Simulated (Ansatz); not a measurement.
**SiNH5 (Si(NH2)H3): levels of theory compared**

Wanted: a comparison of 6 runs (BHLYP/STO-3G, SVWN5/STO-3G, UPBE/STO-3G, r2SCAN0/STO-3G, revPBE/STO-3G, FCI/STO-3G) of SiNH5 (Si(NH2)H3). 

Program for the calculation: Ansatz 0.2.0.

49 further runs of the same task are left out: 49 set aside as unsound or not needed.

## Step 1: Starting point

SiNH5 has 7 atoms, charge 0, and is taken as a singlet. As SMILES, `[H][Si]([H])([H])N`. The H5–Si1 distance was set to 2.191 Å, away from the relaxed value. At this shape a bond of the SMILES string is far longer than usual.

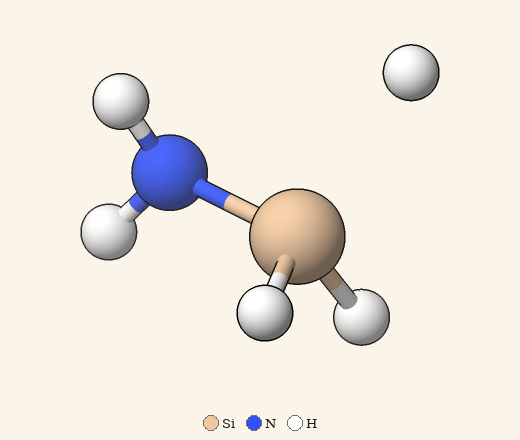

The structure, seen from a chosen angle (silicon light orange, nitrogen blue, hydrogen white).

## Step 2: The energy at BHLYP/STO-3G (run 1)

The input, input.yaml:

```yaml
crystal:
  periodic: [false, false, false]
  atoms:
    - {symbol: Si, position_ang: [-0.694934, 0.008530, -0.456707]}
    - {symbol: "N", position_ang: [-0.603584, 0.184840, 1.254843]}
    - {symbol: H, position_ang: [0.013436, -0.422040, 1.770073]}
    - {symbol: H, position_ang: [-1.457904, 0.313550, 1.772133]}
    - {symbol: H, position_ang: [1.387750, -0.009920, -1.135540]}
    - {symbol: H, position_ang: [-1.442164, 1.175500, -0.919817]}
    - {symbol: H, position_ang: [-1.368064, -1.213560, -0.927287]}
basis:
  gaussian:
    orbitals: STO-3G
hamiltonian:
  xc: {name: BHLYP}
accuracy: high
```

The run is started by

```bash
$ ansatz run input.yaml --threads 1 --pin off --max-ram 2610MiB --events-out events.jsonl --progress --plain --runs-dir runs
```

What it wrote:

```text
Warning: RAYON_NUM_THREADS=1 ignored (pool sized by the plan → 1); use --threads N
Functional definition: BHLYP
  name "BHLYP"
  parameter a = 0.5
  exchange = (1 - a)*b88_x + a*exact_x
  correlation = lyp_c
337 factors; integrals over basis functions are off by at most 9.6e-9 eV
mean field evaluation 1: about -9331.5490 eV, gradient 2.1e1 eV
mean field evaluation 2: about -9332.3425 eV, gradient 1.6e1 eV
mean field evaluation 4: about -9333.4574 eV, gradient 4.6e-1 eV
mean field evaluation 8: about -9333.4302 eV, gradient 1.7e-3 eV
mean field evaluation 16: about -9333.4302 eV, gradient 2.5e-8 eV
mean field -9333.43023949 eV, -342.9972348752 hartree, gradient 2.4e-8 eV, S^2 0.000000; 0 other end points of the search recorded, 0 dependent functions left out
reference -9333.43025983 eV, -342.9972356224 hartree; 13, 13 occupied and 6, 6 virtual orbitals, 337 factors
Total energy: -9333.43025983 eV, -342.9972356224 hartree
```

Run time: 1.1 s. Hardware: 1 thread of Arm Neoverse V2, shared host; peak memory 0.098 GiB.

## Step 3: A single-point energy at SVWN5/STO-3G (run 2)

The input, molecule.yaml:

```yaml
crystal:
  periodic: [false, false, false]
  atoms:
    - {symbol: Si, position_ang: [-0.694934, 0.008530, -0.456707]}
    - {symbol: N, position_ang: [-0.603584, 0.184840, 1.254843]}
    - {symbol: H, position_ang: [0.013436, -0.422040, 1.770073]}
    - {symbol: H, position_ang: [-1.457904, 0.313550, 1.772133]}
    - {symbol: H, position_ang: [1.387750, -0.009920, -1.135540]}
    - {symbol: H, position_ang: [-1.442164, 1.175500, -0.919817]}
    - {symbol: H, position_ang: [-1.368064, -1.213560, -0.927287]}
basis:
  gaussian:
    orbitals: STO-3G
accuracy: high
hamiltonian:
  xc: {name: SVWN5}
```

The run is started by

```bash
$ ansatz run molecule.yaml --threads 1 --pin off --max-ram 2610MiB --events-out events.jsonl --progress --plain --runs-dir runs
```

What it wrote:

```text
Warning: RAYON_NUM_THREADS=1 ignored (pool sized by the plan → 1); use --threads N
Functional definition: SVWN5
  name "SVWN5"
  exchange = slater_x
  correlation = vwn5_c
337 factors; integrals over basis functions are off by at most 9.6e-9 eV
mean field evaluation 1: about -9285.6905 eV, gradient 2.8e1 eV
mean field evaluation 2: about -9279.9978 eV, gradient 4.3e1 eV
mean field evaluation 4: about -9288.4550 eV, gradient 2.9e0 eV
mean field evaluation 8: about -9288.4144 eV, gradient 3.7e-2 eV
mean field evaluation 16: about -9288.4144 eV, gradient 1.1e-7 eV
mean field -9288.41441804 eV, -341.3429339496 hartree, gradient 1.0e-8 eV, S^2 0.000000; 0 other end points of the search recorded, 0 dependent functions left out
reference -9288.41442008 eV, -341.3429340245 hartree; 13, 13 occupied and 6, 6 virtual orbitals, 337 factors
Total energy: -9288.41442008 eV, -341.3429340245 hartree
```

Run time: 0.68 s. Hardware: 1 thread of Arm Neoverse V2, shared host; peak memory 0.094 GiB.

## Step 4: A single-point energy at UPBE/STO-3G (run 3)

input.yaml: that of step 2 with these lines changed.

```diff
@@ -1 +1,4 @@
+basis:
+  gaussian:
+    orbitals: STO-3G
 crystal:
@@ -10,7 +13,6 @@
     - {symbol: H, position_ang: [-1.368064, -1.213560, -0.927287]}
-basis:
-  gaussian:
-    orbitals: STO-3G
 hamiltonian:
-  xc: {name: BHLYP}
+  xc: {name: PBE}
+magnetization:
+  spin_polarized: true
 accuracy: high
```

The run is started by

```bash
$ ansatz run input.yaml --threads 1 --pin off --max-ram 2610MiB --events-out events.jsonl --progress --plain --runs-dir runs
```

What it wrote:

```text
Warning: RAYON_NUM_THREADS=1 ignored (pool sized by the plan → 1); use --threads N
Functional definition: PBE
  name "PBE"
  parameter kappa = 0.804
  parameter beta = 0.06672455060314922
  exchange = pbe_x(kappa = kappa, mu = beta*pi^2/3)
  correlation = pbe_c(beta = beta)
337 factors; integrals over basis functions are off by at most 9.6e-9 eV
mean field evaluation 1: about -9325.0614 eV, gradient 2.0e1 eV
mean field evaluation 2: about -9318.9681 eV, gradient 3.0e1 eV
mean field evaluation 4: about -9328.1454 eV, gradient 1.8e0 eV
mean field evaluation 8: about -9328.0941 eV, gradient 2.5e-2 eV
mean field evaluation 16: about -9328.0941 eV, gradient 9.8e-8 eV
mean field -9328.09406010 eV, -342.8011338993 hartree, gradient 1.0e-7 eV, S^2 0.000000; 0 other end points of the search recorded, 0 dependent functions left out
reference -9328.09406220 eV, -342.8011339766 hartree; 13, 13 occupied and 6, 6 virtual orbitals, 337 factors
Total energy: -9328.09406220 eV, -342.8011339766 hartree
```

Wall time 1.7 s (1 thread of Arm Neoverse V2, shared host); peak memory 0.14 GiB.

Runs 4 to 5 aren't shown in full; the table further down has their settings and results.

## Step 5: A single-point energy at FCI/STO-3G (run 6)

The input, run.yaml:

```yaml
crystal:
  periodic: [false, false, false]
  atoms:
    - {symbol: Si, position_ang: [-0.694934, 0.008530, -0.456707]}
    - {symbol: "N", position_ang: [-0.603584, 0.184840, 1.254843]}
    - {symbol: H, position_ang: [0.013436, -0.422040, 1.770073]}
    - {symbol: H, position_ang: [-1.457904, 0.313550, 1.772133]}
    - {symbol: H, position_ang: [1.387750, -0.009920, -1.135540]}
    - {symbol: H, position_ang: [-1.442164, 1.175500, -0.919817]}
    - {symbol: H, position_ang: [-1.368064, -1.213560, -0.927287]}
basis:
  gaussian:
    orbitals: STO-3G
correlation:
  method: fci
  frozen_orbitals: {H: 0, "N": 1, Si: 5}
accuracy: high
```

The run is started by

```bash
$ ansatz run run.yaml --threads 1 --pin off --max-ram 2610MiB --events-out events.jsonl --progress --plain --runs-dir runs
```

What it wrote:

```text
Warning: RAYON_NUM_THREADS=1 ignored (pool sized by the plan → 1); use --threads N
Functional definition: HF
  name "HF"
  exchange = exact_x
  correlation = 0
337 factors; integrals over basis functions are off by at most 9.6e-9 eV
mean field evaluation 1: about -9307.7907 eV, gradient 1.7e1 eV
mean field evaluation 2: about -9307.8192 eV, gradient 1.7e1 eV
mean field evaluation 4: about -9309.1295 eV, gradient 8.3e-1 eV
mean field evaluation 8: about -9309.1320 eV, gradient 9.6e-6 eV
mean field -9309.13199712 eV, -342.1042909377 hartree, gradient 7.4e-9 eV, S^2 0.000000; 0 other end points of the search recorded, 0 dependent functions left out; unrestricted orbitals would lower it
mean field evaluation 16: about -9309.5231 eV, gradient 5.8e-1 eV
6 core orbitals not correlated: weight in the atoms' cores, before any rotation towards them, 1.000 or more for the frozen orbitals, at most 0.000 for the correlated occupied ones
reference -9309.13199712 eV, -342.1042909377 hartree; 7, 7 occupied and 6, 6 virtual orbitals, 337 factors
state -9313.38152222 eV, -342.2604581050 hartree
Total energy: -9313.38152222 eV, -342.2604581050 hartree
```

It took 11 s on 1 thread of Arm Neoverse V2, shared host; peak memory 0.28 GiB.

## Step 6: Overview of the runs

| run | level | frozen core orbitals | energy (Eh) | wall time |
| --- | --- | --- | --- | --- |
| 1 | BHLYP/STO-3G | – | -342.997236 | 1.1 s |
| 2 | SVWN5/STO-3G | – | -341.342934 | 0.68 s |
| 3 | UPBE/STO-3G | – | -342.801134 | 1.7 s |
| 4 | r2SCAN0/STO-3G | – | -342.982004 | 2.4 s |
| 5 | revPBE/STO-3G | – | -342.967712 | 1 s |
| 6 | FCI/STO-3G | 6 | -342.260458 | 11 s |

## Step 7: What came out

| quantity | value |
| --- | --- |
| run 6: total energy | -342.26046 Eh |
| run 6: correlation energy (6 core orbitals frozen) | -156.2 mEh |

Totals of different functionals can't be ranked against each other. In runs 1, 2, 3, 4, 5, 6 the basis is minimal, so the values are rough. All runs together took 18 s, the longest 11 s.
